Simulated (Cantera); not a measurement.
A closed system holds: 1 mol Cu, a varied amount of F2, 5.9 mol N2, at 1473 K and 0.280 bar.

Method: chemical equilibrium by Gibbs-energy minimisation in Cantera with the NASA 1993 tables (ideal gas, pure condensed phases). Candidate condensed phases: Cu, CuF2; 11 gas species. Kinetics and transport are ignored.

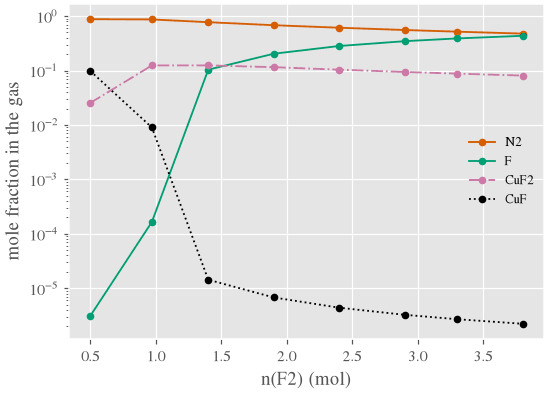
Figure. Equilibrium gas composition (values under 1e-9 drawn at 1e-9)

At 0.5 mol F2 the condensed part is Cu(l). From 0.97 mol F2 to 1.4 mol F2 the condensed part is CuF2(l). From 1.9 mol F2 to 3.8 mol F2 nothing is condensed. The main Cu-bearing gas is CuF at 0.5 mol F2 and CuF2 at 3.8 mol F2.
